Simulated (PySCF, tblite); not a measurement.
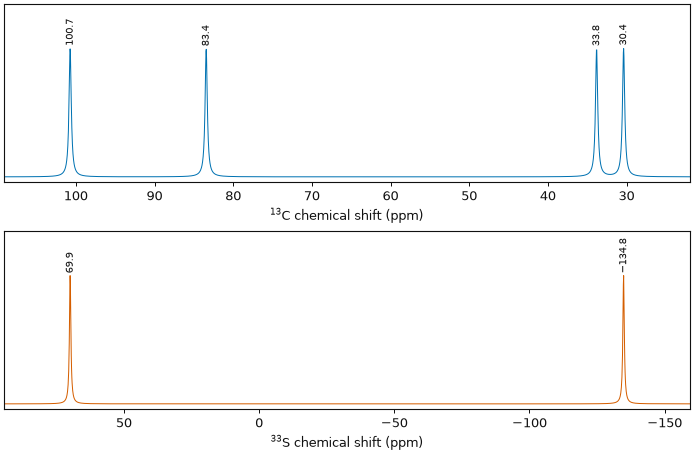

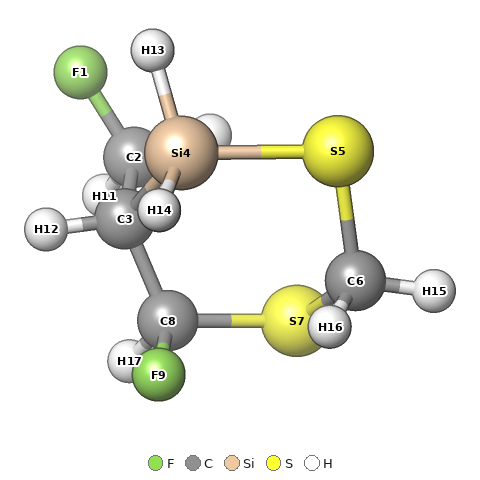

Spectrum and numbered structure of C₄H₈F₂S₂Si, SMILES FC[C@@H]1[SiH2]SCS[C@H]1F. GIAO shifts, PBE0/pcSseg-1 with PySCF 2.14.0, at a GFN2-xTB geometry (a minimum by its frequencies), against TMS for ¹³C and CS₂ for ³³S computed at the same level. Gas phase, fully decoupled, line heights follow the number of nuclei, widths are arbitrary (no quadrupolar broadening); values of one conformer, averaged over methyl-type rotors and exact or near symmetry; other conformers aren't averaged in.

> Which ¹³C nuclei are the least shielded, and which the most?

Least shielded: C8 at 100.7 ppm. Most shielded: C3 at 30.4 ppm.

> Which atoms give which ³³S line?

```
δ (ppm)  nuclei  atoms
   69.9       1     S7
 −134.8       1     S5
```

Known limits of this run: the tight-binding geometry is rougher than a DFT one and adds to the error.
